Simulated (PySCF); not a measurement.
# Cu2F4H2O2 ([F2Cu(mu-OH)2CuF2]2-): the cost of one run

Computed with PySCF 2.14.0 and routines of our own; the level stands in each step. Atoms count from 0.

## (1) The system as given

10 atoms, charge -2, high-spin multiplicity 3; geometry from: idealised, bond lengths from ionic radii.

The system (edge-sharing dimer): [F2Cu(mu-OH)2CuF2]2-. The metals (Cu(II), Cu(II)) are 2.96 Å apart; the bridge angle is 96°; the spin sites are atom 0 (1 unpaired) and atom 1 (1 unpaired).

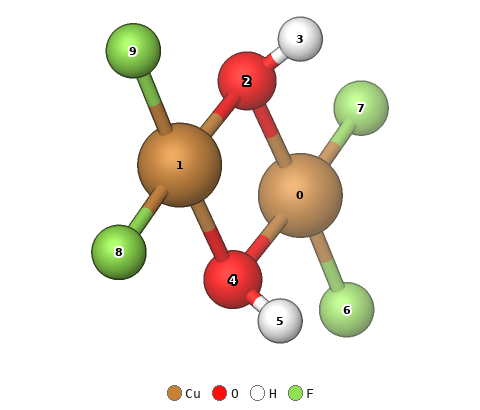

The starting geometry (copper orange, oxygen red, hydrogen white, fluorine green); sticks join atoms by distance alone.

## (2) Magnetic exchange: PBE0/def2-SVP H:def2-SV(P) in water

What the job is given:

```
{"job": {"kind": "bs", "xc": "PBE0", "basis": {"default": "def2-SVP", "H": "def2-SV(P)"}, "grid": 1, "solvent": "water"}, "charge": -2, "high_spin_multiplicity": 3, "spin_sites": [[[0], 1], [[1], 1]]}
Cu    -1.478500    -0.000000     0.158900
Cu     1.478500    -0.000000     0.158900
O     -0.000000     1.328900     0.158900
H     -0.000000     1.885200    -0.635700
O     -0.000000    -1.328900     0.158900
H     -0.000000    -1.885200    -0.635700
F     -2.788300    -1.348600     0.158900
F     -2.788300     1.348600     0.158900
F      2.788300    -1.348600     0.158900
F      2.788300     1.348600     0.158900
```

With the program's defaults for keys left out, this is: PBE0/def2-SVP H:def2-SV(P) high-spin and broken-symmetry single points, IEF-PCM water.

The run is started by

```console
> OMP_NUM_THREADS=1 python exch_run.py task.json out
```

This one command runs all jobs of the session in turn.

**Question.** How long does this first job take on 1 thread of Arm Neoverse N1, shared host, and how much memory does it need?

About 44 s, with a peak of 0.58 GiB.
